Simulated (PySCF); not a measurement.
```xyz
21

C    -3.9840    0.6016    0.3628
C    -3.0009   -0.5348    0.1087
Si   -1.2061    0.0669    0.0420
Cl   -0.6338    0.7908    1.8479
S     0.0187   -1.6093   -0.5026
C     1.6498   -1.1135    0.1773
C     2.2628    0.0611   -0.5523
Si    3.9922    0.5188    0.1261
H    -3.7564    1.1059    1.2992
H    -5.0027    0.2232    0.4186
H    -3.9366    1.3368   -0.4370
H    -3.2532   -1.0284   -0.8303
H    -3.1131   -1.2872    0.8925
H    -1.0202    1.1459   -0.9266
H     1.5058   -0.9008    1.2354
H     2.2636   -2.0070    0.0749
H     1.5966    0.9215   -0.4627
H     2.3203   -0.1784   -1.6152
H     4.3773   -0.4336    1.1685
H     4.9658    0.4701   -0.9649
H     3.9451    1.8674    0.6920
```

Geometry: GFN2-xTB.

Method: PySCF 2.14.0, PBE0/pcSseg-1, SCF density, gas phase, non-relativistic.

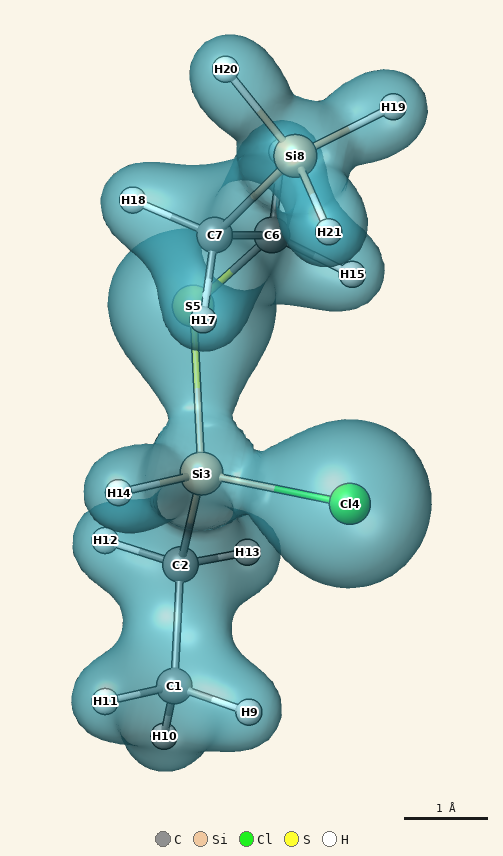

C₄H₁₃ClSSi₂. Isosurface of the electron density at 0.5 e/Å³ (cyan), seen at an oblique angle.

How is the density connected at this value?

Answer. At this value the surface is in one piece. It bridges the sampled C–C (1.51 Å), C–S (1.84 Å), C–Si (1.89 Å) and Si–Cl (2.03 Å) contacts, where the density stays above the isovalue. On the grid the lowest density along these lines, outside the cores, is 1.7 e/Å³ (C–C, 1.51 Å), 1.2 e/Å³ (C–S, 1.84 Å), 0.81 e/Å³ (C–Si, 1.89 Å) and 0.67 e/Å³ (Si–Cl, 2.03 Å).
